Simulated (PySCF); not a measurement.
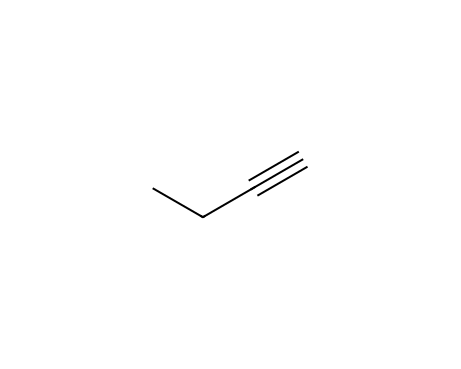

Computed geometry: PBE0-D3(BJ)/def2-TZVP optimisation. No frequency run is at hand to confirm it as a minimum. Program: PySCF 2.14.0.

Compare HOMO energy (eV) at these levels: B97-2/pcSseg-2; CAM-B3LYP/aug-cc-pVTZ; KT3/pcSseg-2; PBE0/aug-cc-pVTZ; PBE0/pcSseg-2; WP04/pcSseg-2 in chloroform (IEF-PCM); ωB97X-D/aug-cc-pVTZ; ωB97X-D/pcSseg-2; ωB97X-D/pcSseg-2 in chloroform (IEF-PCM).

| level | HOMO energy (eV) |
| --- | --- |
| B97-2/pcSseg-2 | −7.42 |
| CAM-B3LYP/aug-cc-pVTZ | −9.06 |
| KT3/pcSseg-2 | −6.47 |
| PBE0/aug-cc-pVTZ | −7.68 |
| PBE0/pcSseg-2 | −7.68 |
| WP04/pcSseg-2 in chloroform (IEF-PCM) | −8.79 |
| ωB97X-D/aug-cc-pVTZ | −9.55 |
| ωB97X-D/pcSseg-2 | −9.56 |
| ωB97X-D/pcSseg-2 in chloroform (IEF-PCM) | −9.66 |
